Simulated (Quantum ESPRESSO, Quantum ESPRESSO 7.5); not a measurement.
## 1T-PtS2, 2 layers, AA stacking, stepped through biaxial strain

What law, if any, do the results for 1T-PtS2, 2 layers, AA stacking follow against biaxial strain?

Program: Quantum ESPRESSO 7.5. Level of theory: plane-wave DFT, PBE, GBRV ultrasoft pseudopotentials (geometry by pw.x at PBE-D3(BJ), GBRV ultrasoft). Results are calculated unless marked as measured.

## 1. Set-up

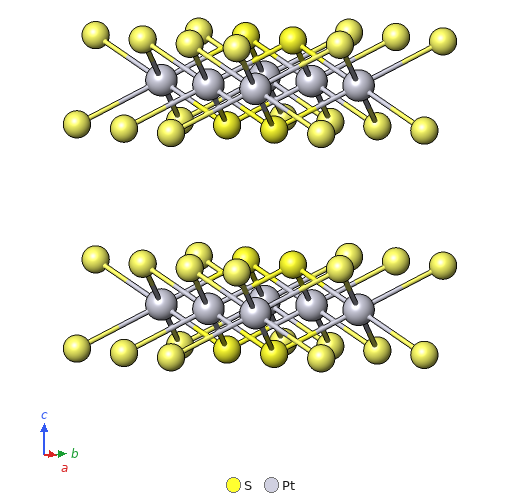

The cell as given, from the side, with the c axis up (sulfur yellow, platinum light grey). 2×1×1 cells are drawn. Some periodic images of atoms are drawn too.

The cell holds 6 atoms: 4 S and 2 Pt. Its edges and angles: a = 3.570 Å, b = 3.570 Å, c = 22.228 Å, α = 90.0°, β = 90.0°, γ = 120.0°. It derives from PtS2. Vacuum lies along c.

Set-up: Cell and atoms are first relaxed with a D3(BJ) correction; each strained cell is then held and the atoms relax in it. A periodic run with 15 Å of vacuum in the starting cell gives the vacuum levels, and bands follow along a path.

Members -2, -1, 0, 1 and 2 took the same steps and show in the table alone.

## 2. Relaxing cell and ions of the reference

What the set-up leaves free in this member is relaxed.

File ref.relax.in:

```
&control
  prefix = 'ref.relax'
  outdir = './out'
  pseudo_dir = './pseudo'
  nstep = 80
  forc_conv_thr = 0.0004
  calculation = 'vc-relax'
  etot_conv_thr = 1e-06
/
&system
  ibrav = 0
  nat = 6
  ntyp = 2
  ecutwfc = 50
  ecutrho = 250
  vdw_corr = 'grimme-d3'
  dftd3_version = 4
  occupations = 'smearing'
  smearing = 'fd'
  degauss = 0.004
/
&electrons
  conv_thr = 1e-09
  mixing_beta = 0.4
  electron_maxstep = 120
  mixing_mode = 'plain'
/
&ions
/
&cell
  cell_dofree = '2Dxy'
  press_conv_thr = 0.3
/
ATOMIC_SPECIES
  S   32.0600  s_pbe_v1.4.uspp.F.UPF
  Pt  195.0840  pt_pbe_v1.4.uspp.F.UPF
CELL_PARAMETERS angstrom
  3.57000000000000 0.00000000000000 0.00000000000000
  -1.78500000000000 3.09171069151045 0.00000000000000
  0.00000000000000 0.00000000000000 22.22817278676077
ATOMIC_POSITIONS crystal
  S   0.666666666700 0.333333333300 0.337409649995
  Pt  0.000000000000 0.000000000000 0.382714462331
  S   0.333333333300 0.666666666700 0.428019274668
  S   0.666666666700 0.333333333300 0.571980725332
  Pt  0.000000000000 0.000000000000 0.617285537669
  S   0.333333333300 0.666666666700 0.662590350005
K_POINTS automatic
  12 12 1 0 0 0
```

Run with:

```sh
> OMP_NUM_THREADS=1 mpirun -n 4 pw.x -nk 4 -in ref.relax.in > ref.relax.out
```

What it wrote:

```text
Program PWSCF v.7.5 starts
[citation notice left out]

     Parallel version (MPI & OpenMP), running on       4 processor cores
     Number of MPI processes:                 4
     Threads/MPI process:                     1

     MPI processes distributed on     1 nodes
[...]
Current dimensions of program PWSCF are:
     Max number of different atomic species (ntypx) = 10
     Max number of k-points (npk) =  40000
     Max angular momentum in pseudopotentials (lmaxx) =  4
     Message from routine setup:
     using ibrav=0 with symmetry is DISCOURAGED, use correct ibrav instead

     K-points division:     npool     =       4
     Subspace diagonalization in iterative solution of the eigenvalue problem:
     a serial algorithm will be used

     G-vector sticks info
     --------------------
     sticks:   dense  smooth     PW     G-vecs:    dense   smooth      PW
     Sum         769     637    187               110203    79077   12721

     Using Slab Decomposition

     bravais-lattice index     =            0
     lattice parameter (alat)  =       6.7463  a.u.
     unit-cell volume          =    1655.6458 (a.u.)^3
     number of atoms/cell      =            6
     number of atomic types    =            2
     number of electrons       =        56.00
     number of Kohn-Sham states=           34
     kinetic-energy cutoff     =      50.0000  Ry
     charge density cutoff     =     250.0000  Ry
     scf convergence threshold =      1.0E-09
     mixing beta               =       0.4000
     number of iterations used =            8  plain     mixing
     energy convergence thresh.=      1.0E-06
     force convergence thresh. =      4.0E-04
     press convergence thresh. =      3.0E-01
     Exchange-correlation=  SLA  PW   PBX  PBC
                           (   1   4   3   4   0   0   0)
     nstep                     =           80

     celldm(1)=   6.746322  celldm(2)=   0.000000  celldm(3)=   0.000000
     celldm(4)=   0.000000  celldm(5)=   0.000000  celldm(6)=   0.000000

     crystal axes: (cart. coord. in units of alat)
               a(1) = (   1.000000   0.000000   0.000000 )
               a(2) = (  -0.500000   0.866025   0.000000 )
               a(3) = (   0.000000   0.000000   6.226379 )

     reciprocal axes: (cart. coord. in units 2 pi/alat)
               b(1) = (  1.000000  0.577350 -0.000000 )
               b(2) = (  0.000000  1.154701  0.000000 )
               b(3) = (  0.000000 -0.000000  0.160607 )

     PseudoPot. # 1 for S  read from file:
     ./pseudo/s_pbe_v1.4.uspp.F.UPF
     Pseudo is Ultrasoft + core correction, Zval =  6.0
     Generated by new atomic code, or converted to UPF format
     Using radial grid of  907 points,  6 beta functions with:
                l(1) =   0
                l(2) =   0
                l(3) =   1
                l(4) =   1
                l(5) =   2
                l(6) =   2
     Q(r) pseudized with  8 coefficients,  rinner =    1.300   1.300   1.300
                                                       1.300   1.300

     PseudoPot. # 2 for Pt read from file:
     ./pseudo/pt_pbe_v1.4.uspp.F.UPF
     Pseudo is Ultrasoft + core correction, Zval = 16.0
     Generated by new atomic code, or converted to UPF format
     Using radial grid of  985 points,  6 beta functions with:
                l(1) =   0
                l(2) =   0
                l(3) =   1
                l(4) =   1
                l(5) =   2
                l(6) =   2
     Q(r) pseudized with  8 coefficients,  rinner =    1.300   1.300   1.300
                                                       1.300   1.300

     atomic species   valence    mass     pseudopotential
     S                 6.00    32.06000     S ( 1.00)
     Pt               16.00   195.08400     Pt( 1.00)

     12 Sym. Ops., with inversion, found

   Cartesian axes

     site n.     atom                  positions (alat units)
         1        S      tau(   1) = (   0.5000000   0.2886751   2.1008403  )
         2        Pt     tau(   2) = (   0.0000000   0.0000000   2.3829253  )
         3        S      tau(   3) = (  -0.0000000   0.5773503   2.6650102  )
         4        S      tau(   4) = (   0.5000000   0.2886751   3.5613687  )
         5        Pt     tau(   5) = (   0.0000000   0.0000000   3.8434537  )
         6        S      tau(   6) = (  -0.0000000   0.5773503   4.1255386  )

     --------------------------------------------
     DFT-D3 Dispersion Correction (3-body terms):
     --------------------------------------------
       Reference C6 values for interpolation:

         atom   Coordination number   C6
         S          0.000           268.01
         S          0.995           261.99
         S          1.990           251.62
         Pt         0.000           782.29
         Pt         1.919           692.72
         Pt         6.667           673.75

       Values used:

         atom   Coordination number  R0_AB[au]  C6      C8
         S          3.969            3.128    251.62  12327.25
         Pt         6.343            3.168    673.75  70061.90
         S          4.008            3.128    251.62  12327.25
         S          4.008            3.128    251.62  12327.25
         Pt         6.343            3.168    673.75  70061.90
         S          3.969            3.128    251.62  12327.25

         Molecular C6 ( Ry / a.u.^6 ) =     13291.14

     number of k points=    19  Fermi-Dirac smearing, width (Ry)=  0.0040
                       cart. coord. in units 2pi/alat
        k(    1) = (   0.0000000   0.0000000   0.0000000), wk =   0.0138889
        k(    2) = (   0.0000000   0.0962250   0.0000000), wk =   0.0833333
        k(    3) = (   0.0000000   0.1924501   0.0000000), wk =   0.0833333
        k(    4) = (   0.0000000   0.2886751   0.0000000), wk =   0.0833333
        k(    5) = (   0.0000000   0.3849002   0.0000000), wk =   0.0833333
        k(    6) = (   0.0000000   0.4811252   0.0000000), wk =   0.0833333
        k(    7) = (   0.0000000  -0.5773503   0.0000000), wk =   0.0416667
        k(    8) = (   0.0833333   0.1443376   0.0000000), wk =   0.0833333
        k(    9) = (   0.0833333   0.2405626   0.0000000), wk =   0.1666667
        k(   10) = (   0.0833333   0.3367877   0.0000000), wk =   0.1666667
[...]
k(   19) = (   0.3333333   0.5773503   0.0000000), wk =   0.0277778

     Dense  grid:   110203 G-vectors     FFT dimensions: (  36,  36, 216)

     Smooth grid:    79077 G-vectors     FFT dimensions: (  32,  32, 192)

     Estimated max dynamical RAM per process >     205.44 MB

[...]
0.00000000   0.00015520   0.00000000            0.00       22.83        0.00
   0.00000000   0.00000000   0.00026097            0.00        0.00       38.39

     Energy error            =      6.1E-02 Ry
     Gradient error          =      6.5E-02 Ry/Bohr
     Cell gradient error     =      2.3E+01 kbar

     number of scf cycles    =   2
     number of bfgs steps    =   1

     enthalpy           old  =    -517.9893533858 Ry
     enthalpy           new  =    -518.0507565669 Ry

     CASE: enthalpy          _new < enthalpy          _old

     new trust radius        =       0.1210406197 bohr
     new conv_thr            =       0.0000000010 Ry

     new unit-cell volume =   1731.16996 a.u.^3 (   256.53292 Ang^3 )
     density =      3.35566 g/cm^3

CELL_PARAMETERS (angstrom)
   3.650516832   0.000000000   0.000000000
  -1.825258416   3.161440314   0.000000000
   0.000000000   0.000000000  22.228172787

ATOMIC_POSITIONS (crystal)
S                0.6666666667        0.3333333333        0.3318086047
Pt              -0.0000000000        0.0000000000        0.3830003243
S                0.3333333333        0.6666666667        0.4337653831
S                0.6666666667        0.3333333333        0.5662346169
Pt               0.0000000000       -0.0000000000        0.6169996757
S                0.3333333333        0.6666666667        0.6681913953

[...]
NEW-OLD atomic charge density approx. for the potential
     New effective cutoffs (rho, wfc):  247.79   49.94

     negative rho (up, down):  3.525E-01 0.000E+00

     total cpu time spent up to now is      109.1 secs

     per-process dynamical memory:   124.1 Mb

     Self-consistent Calculation

     iteration #  1     ecut=    50.00 Ry     beta= 0.40
     Davidson diagonalization with overlap
     ethr =  1.00E-06,  avg # of iterations = 13.3

     negative rho (up, down):  3.526E-01 0.000E+00

     total cpu time spent up to now is      120.4 secs

     total energy              =    -518.07139576 Ry
     estimated scf accuracy    <       0.00171540 Ry

[...]
iteration # 11     ecut=    50.00 Ry     beta= 0.40
[...]
negative rho (up, down):  3.526E-01 0.000E+00

[...]
End of self-consistent calculation

[...]
the Fermi energy is     1.6458 ev

!    total energy              =    -518.07165632 Ry
     estimated scf accuracy    <          1.6E-10 Ry
     smearing contrib. (-TS)   =      -0.00000070 Ry
     internal energy E=F+TS    =    -518.07165562 Ry

     The total energy is F=E-TS. E is the sum of the following terms:
     one-electron contribution =   -2393.43480176 Ry
     hartree contribution      =    1207.66918245 Ry
     xc contribution           =    -147.43903975 Ry
     ewald contribution        =     815.26860730 Ry
     DFT-D3 Dispersion         =      -0.13560385 Ry

     convergence has been achieved in  11 iterations

     negative rho (up, down):  3.526E-01 0.000E+00

     Forces acting on atoms (cartesian axes, Ry/au):

     atom    1 type  1   force =     0.00000000   -0.00000000   -0.02101137
     atom    2 type  2   force =     0.00000000   -0.00000000    0.00239941
     atom    3 type  1   force =    -0.00000000   -0.00000000    0.02466968
     atom    4 type  1   force =     0.00000000    0.00000000   -0.02466968
     atom    5 type  2   force =    -0.00000000    0.00000000   -0.00239941
     atom    6 type  1   force =    -0.00000000   -0.00000000    0.02101137

     Total force =     0.045953     Total SCF correction =     0.000084

     Computing stress (Cartesian axis) and pressure

     negative rho (up, down):  3.526E-01 0.000E+00
          total   stress  (Ry/bohr**3)                   (kbar)     P=       -5.53
  -0.00009468   0.00000000   0.00000000          -13.93        0.00        0.00
   0.00000000  -0.00009468   0.00000000            0.00      -13.93        0.00
   0.00000000   0.00000000   0.00007662            0.00        0.00       11.27

     Energy error            =      2.1E-02 Ry
     Gradient error          =      2.5E-02 Ry/Bohr
     Cell gradient error     =      1.4E+01 kbar

     number of scf cycles    =   3
     number of bfgs steps    =   2

     enthalpy           old  =    -518.0507565669 Ry
     enthalpy           new  =    -518.0716563158 Ry

     CASE: enthalpy          _new < enthalpy          _old

     new trust radius        =       0.0605853612 bohr
     new conv_thr            =       0.0000000006 Ry

     new unit-cell volume =   1727.51199 a.u.^3 (   255.99087 Ang^3 )
     density =      3.36276 g/cm^3

CELL_PARAMETERS (angstrom)
   3.646658011   0.000000000   0.000000000
  -1.823329006   3.158098477   0.000000000
   0.000000000   0.000000000  22.228172787

ATOMIC_POSITIONS (crystal)
S                0.6666666667        0.3333333333        0.3305047589
Pt               0.0000000000        0.0000000000        0.3831106542
S                0.3333333333        0.6666666667        0.4352077146
S                0.6666666667        0.3333333333        0.5647922854
Pt              -0.0000000000        0.0000000000        0.6168893458
S                0.3333333333        0.6666666667        0.6694952411

[...]
NEW-OLD atomic charge density approx. for the potential
     New effective cutoffs (rho, wfc):  247.79   49.94

     negative rho (up, down):  3.520E-01 0.000E+00

     total cpu time spent up to now is      158.0 secs

     per-process dynamical memory:   124.1 Mb

[...]
!    total energy              =    -518.07585312 Ry
[...]
Total force =     0.019293     Total SCF correction =     0.000117
[...]
number of bfgs steps    =   3
[...]
new trust radius        =       0.0777017228 bohr
[...]
!    total energy              =    -518.08019429 Ry
[...]
Total force =     0.007025     Total SCF correction =     0.000021
[...]
number of bfgs steps    =   4
[...]
new trust radius        =       0.0907625715 bohr
[...]
!    total energy              =    -518.08385622 Ry
[...]
Total force =     0.017832     Total SCF correction =     0.000010
[...]
number of bfgs steps    =   5
[...]
new trust radius        =       0.0725457515 bohr
[...]
!    total energy              =    -518.08689615 Ry
[...]
Total force =     0.009326     Total SCF correction =     0.000037
[...]
number of bfgs steps    =  17
[...]
new trust radius        =       0.1371297199 bohr
[...]
!    total energy              =    -518.08704223 Ry
[...]
Total force =     0.007801     Total SCF correction =     0.000049
[...]
number of bfgs steps    =  18
[...]
new trust radius        =       0.0459471090 bohr
[...]
Self-consistent Calculation

     iteration #  1     ecut=    50.00 Ry     beta= 0.40
     Davidson diagonalization with overlap
     ethr =  1.00E-06,  avg # of iterations =  9.3

     negative rho (up, down):  3.557E-01 0.000E+00

     total cpu time spent up to now is      910.5 secs

     total energy              =    -518.08583340 Ry
     estimated scf accuracy    <       0.00325281 Ry

     iteration #  2     ecut=    50.00 Ry     beta= 0.40
[...]
negative rho (up, down):  3.558E-01 0.000E+00

[...]
total energy              =    -518.08490909 Ry
     estimated scf accuracy    <       0.02510207 Ry

     iteration #  3     ecut=    50.00 Ry     beta= 0.40
[...]
negative rho (up, down):  3.558E-01 0.000E+00

[...]
[key lines of the parts left out:]
the Fermi energy is     2.1497 ev
convergence has been achieved in  13 iterations
```

Run time: 19 min. Hardware: 4 MPI ranks of Arm Neoverse V1, shared host; peak memory 0.98 GiB; 78 min of CPU time.

The steps of the relaxation (22 of 24):

| step | energy less that of the first step (eV) | largest force (eV/Å) | volume (Å³) |
| --- | --- | --- | --- |
| 1 | 0.0000 | 3.0937 | 245.34 |
| 2 | -0.8354 | 1.6595 | 252.66 |
| 3 | -1.1198 | 0.6343 | 256.53 |
| 4 | -1.1769 | 0.2866 | 255.99 |
| 5 | -1.2360 | 0.1132 | 252.78 |
| 6 | -1.2858 | 0.2569 | 247.26 |
| 8 | -1.3114 | 0.0529 | 242.03 |
| 9 | -1.3117 | 0.0300 | 242.16 |
| 10 | -1.3119 | 0.0438 | 242.29 |
| 11 | -1.3122 | 0.0539 | 242.39 |
| 12 | -1.3126 | 0.0644 | 242.50 |
| 13 | -1.3134 | 0.0758 | 242.65 |
| 14 | -1.3147 | 0.0885 | 242.83 |
| 15 | -1.3165 | 0.1020 | 243.06 |
| 16 | -1.3192 | 0.1152 | 243.37 |
| 17 | -1.3228 | 0.1280 | 243.79 |
| 19 | -1.3291 | 0.1036 | 244.96 |
| 20 | -1.3303 | 0.0793 | 244.64 |
| 21 | -1.3312 | 0.0344 | 244.23 |
| 22 | -1.3315 | 0.0030 | 244.01 |
| 23 | -1.3315 | 0.0010 | 244.00 |
| 24 | -1.3313 | 0.0009 | 244.00 |

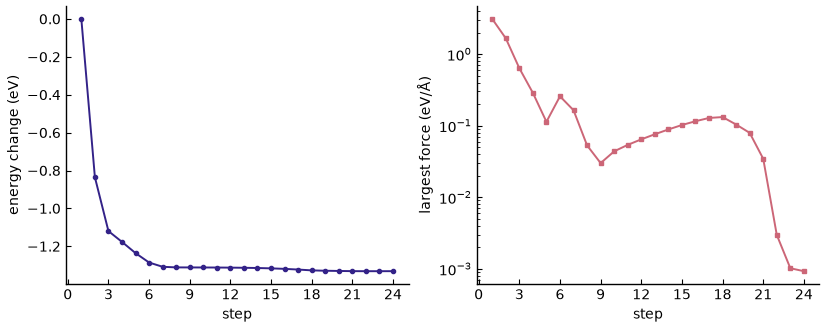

Energy and largest force along the relaxation.

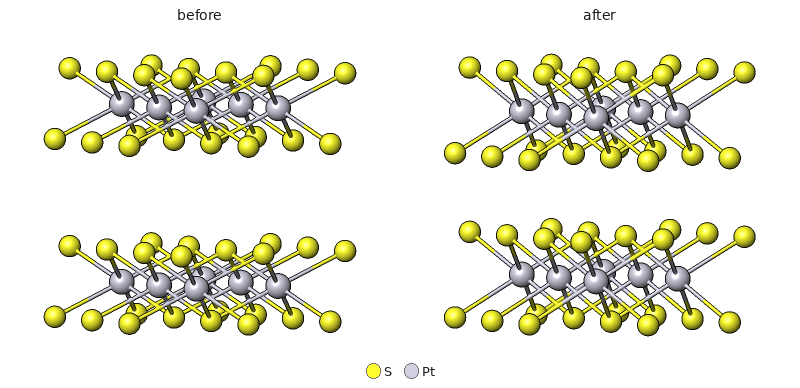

The structure before and after the relaxation, drawn at the same scale.

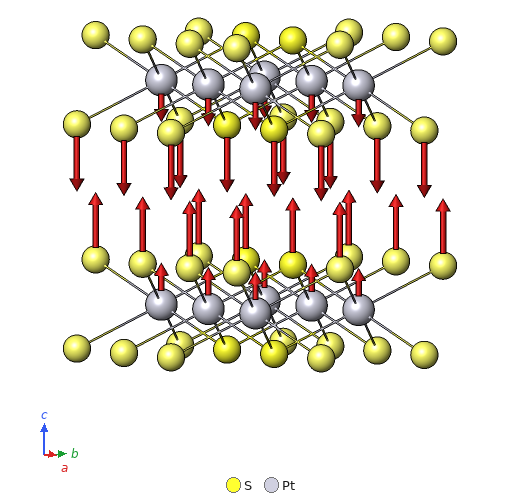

Displacements in the relaxation, exaggerated, measured against the changing cell; the longest in the cell stands for 0.42 Å. 2×1×1 cells are drawn. Some periodic images of atoms are drawn too.

| cell as run | before | after | change |
| --- | --- | --- | --- |
| a (Å) | 3.570 | 3.560 | -0.3 % |
| b (Å) | 3.570 | 3.560 | -0.3 % |

The atoms that moved most (Å, along periodic axes as changes of fractional coordinates times the final cell, across vacuum about the mean position):

| atom | dx | dy | dz | length |
| --- | --- | --- | --- | --- |
| S3 | 0.000 | 0.000 | 0.416 | 0.416 |
| S4 | 0.000 | 0.000 | -0.416 | 0.416 |
| Pt2 | 0.000 | 0.000 | 0.213 | 0.213 |
| Pt5 | 0.000 | 0.000 | -0.213 | 0.213 |
| S1 | 0.000 | 0.000 | -0.020 | 0.020 |
| S6 | 0.000 | 0.000 | 0.020 | 0.020 |

Final coordinates:

```cif
data_structure
_symmetry_space_group_name_H-M 'P 1'
_symmetry_Int_Tables_number 1
_cell_length_a 3.5602
_cell_length_b 3.5602
_cell_length_c 22.2282
_cell_angle_alpha 90.000
_cell_angle_beta 90.000
_cell_angle_gamma 120.000
_cell_volume 244.00
loop_
_atom_site_label
_atom_site_type_symbol
_atom_site_fract_x
_atom_site_fract_y
_atom_site_fract_z
_atom_site_occupancy
S1 S 0.66667 0.33333 0.33651 1
Pt2 Pt 0.00000 0.00000 0.39230 1
S3 S 0.33333 0.66667 0.44674 1
S4 S 0.66667 0.33333 0.55326 1
Pt5 Pt 0.00000 0.00000 0.60770 1
S6 S 0.33333 0.66667 0.66349 1
```

 The last row is no step: it is a fresh SCF in the final cell with a new plane-wave basis, +0 meV from the row before.

This step gave:

* free energy: -7048.9355 eV
* Fermi energy: 2.166 eV

(Part 1 of 7 ends here.)

[Logs are printed without paths, hosts, clocks, repeated set-up lines and the standing remarks that a program may print on its own settings, such as how far it seeks lower states.]

[Hosts, paths, dates, database ids (printed as entryN), source tags and the programs' standing remarks are cut or masked in the printed files.]

[Maps of the electrostatic potential energy from Ansatz leave out the sawtooth potential of an applied field or a dipole correction, so their vacuum need not be flat; planar profiles and work functions include it.]
